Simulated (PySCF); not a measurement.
# C4H4Se, SMILES `c1cc[se]c1`: electronic structure

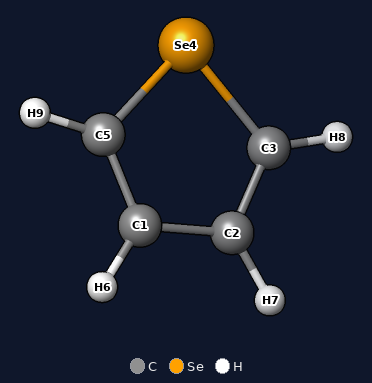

The molecule, with its atoms numbered as below. No frequency check shows the geometry to be a minimum.

Geometry (Å), atoms numbered from 1:

```
C1       1.6739   -0.7081    0.0000
C2       1.6739    0.7082    0.0000
C3       0.4395    1.2708    0.0000
Se4     -0.9101    0.0000    0.0000
C5       0.4395   -1.2708    0.0000
H6       2.5816   -1.2877    0.0000
H7       2.5816    1.2878    0.0000
H8       0.2099    2.3212    0.0000
H9       0.2100   -2.3212    0.0000
```

### 1. In an electric field

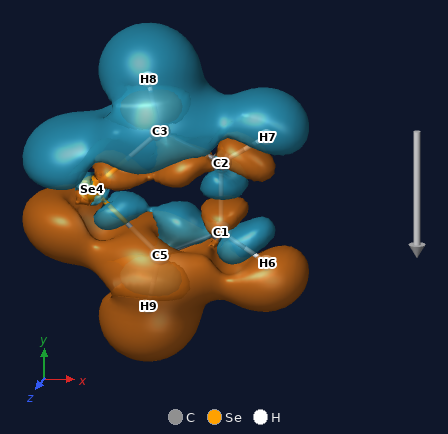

Change of the electron density in a uniform field of 0.21 V/Å along −y (arrow), surfaces at ±0.001 e/Å³ (light blue: gain, orange: loss).

Level of theory: B3LYP/cc-pVDZ (PySCF), at a geometry from GFN2-xTB. A basis without diffuse functions makes polarisabilities too small.

Q: What dipole is induced, and what polarisability does it imply?

A: The induced dipole is 0.67 D (along the field); α along this axis, from the fields in both directions, is 65 bohr³ (9.7 Å³).

Q: Which atoms gain and lose the most charge?

A: Electrons gather most on C3 (Hirshfeld charge changes by −0.011 e) and leave C5 most (+0.011 e); 0.055 electrons are displaced in all.

### 2. Localised orbitals

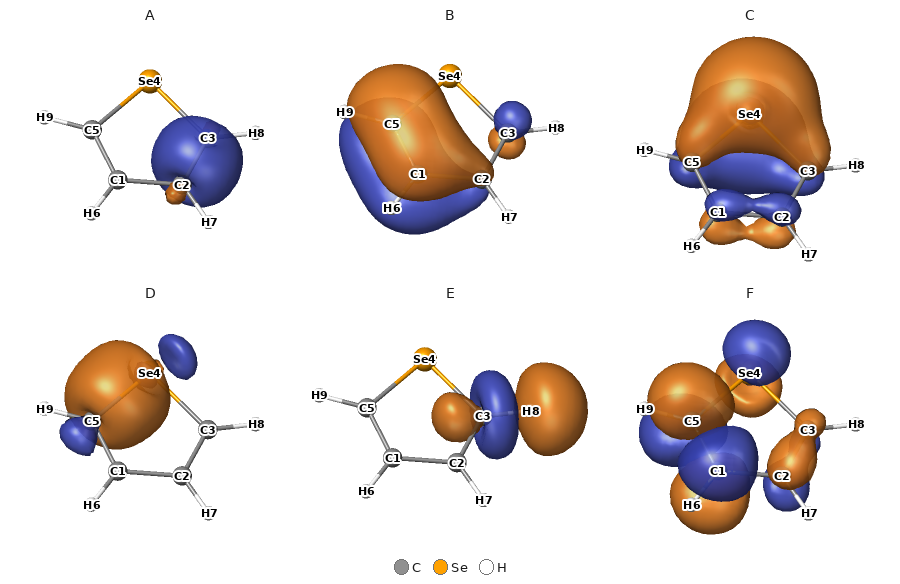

Intrinsic bond orbitals (IBO), occupied and valence-virtual; each surface holds about 85 % of the orbital's density. Energies are diagonal elements of the Fock matrix.

Method: B3LYP/def2-SVP; geometry: GFN2-xTB; program: PySCF.

Q: Identify each orbital.

A: By panel:
- A: σ bond C3–C2 (C3 50 %, C2 49 %; −16.9 eV)
- B: π bond C5–C1 (C5 48 %, C1 46 %; −7.9 eV)
- C: p-type lone pair on Se4, partly delocalised onto C3 and C5 (Se4 84 %, C3 6 %, C5 6 %; −7.4 eV)
- D: σ bond C5–Se4 (C5 50 %, Se4 49 %; −14.3 eV)
- E: σ* orbital H8–C3 (H8 58 %, C3 42 %; 9.9 eV)
- F: π* orbital C1–C5 (C1 44 %, C5 42 %, Se4 8 %; 1.6 eV)

### 3. Stretching a bond

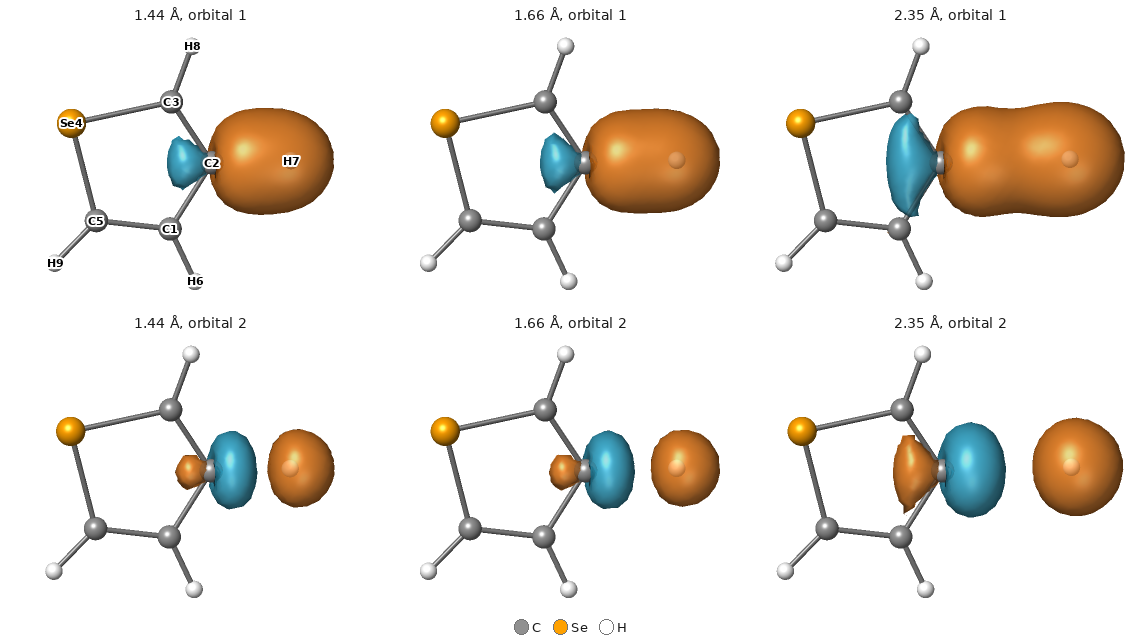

Rigid stretch of the C2–H7 bond. The two CASSCF(2,2) natural orbitals nearest half filling (orbital 1 the more occupied).

PySCF calculation, def2-SVP basis, gas phase; geometry: GFN2-xTB.

Q: How do the occupations change along the stretch?

A: 1.44 Å: 1.95 and 0.05; 1.66 Å: 1.91 and 0.09; 2.35 Å: 1.61 and 0.39. At the longest distance computed (3.00 Å) they are 1.28 and 0.72, and the effective number of unpaired electrons is 1.7.

UHF's ⟨S²⟩ passes 1 along the scan (up to 1.42), so it also polarises electrons outside the stretched bond; its energy lowering isn't due to that bond alone.

UHF already breaks spin symmetry near equilibrium here (⟨S²⟩ = 0.21 at 1.07 Å), for reasons apart from this bond.

Q: How much energy does the stretch cost?

A: By CASSCF, 4.6 eV from the lowest point of the scan (1.07 Å) to 3.00 Å; RHF gives 7.8 eV from its own lowest point. The fragments aren't relaxed and dynamic correlation is missing, so this isn't a bond dissociation energy.

The PySCF runs shown took 30 s, 12 s and 11 min on 1 thread of Arm Neoverse V1, with other jobs on the host.
